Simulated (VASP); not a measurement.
Band structure of HfO₂ (fluorite). All values below come from RPBE GGA, VASP's PBE PAW potentials (set 64) (plane waves; VASP).

Unless said otherwise, spin-orbit coupling is left out, though it shifts the bands of the heavy elements here.

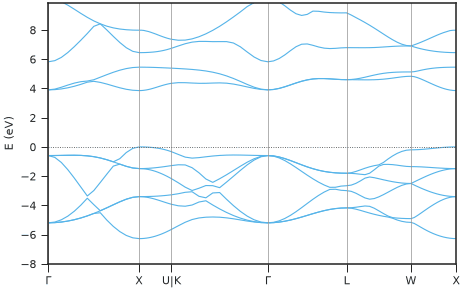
Bands along high-symmetry lines, zero at the valence-band maximum or, without a gap, the Fermi level

Q: Read the plot: is there a gap, and where are the band edges?

A: The gap is direct, 3.85 eV, from the valence maximum at X to the conduction minimum at X. (Edges off the drawn lines would not show.)

The compound is HfO2 in the fluorite structure, the high-temperature cubic form, which is unstable at 0 K; the monoclinic form is the stable one. It was relaxed first.
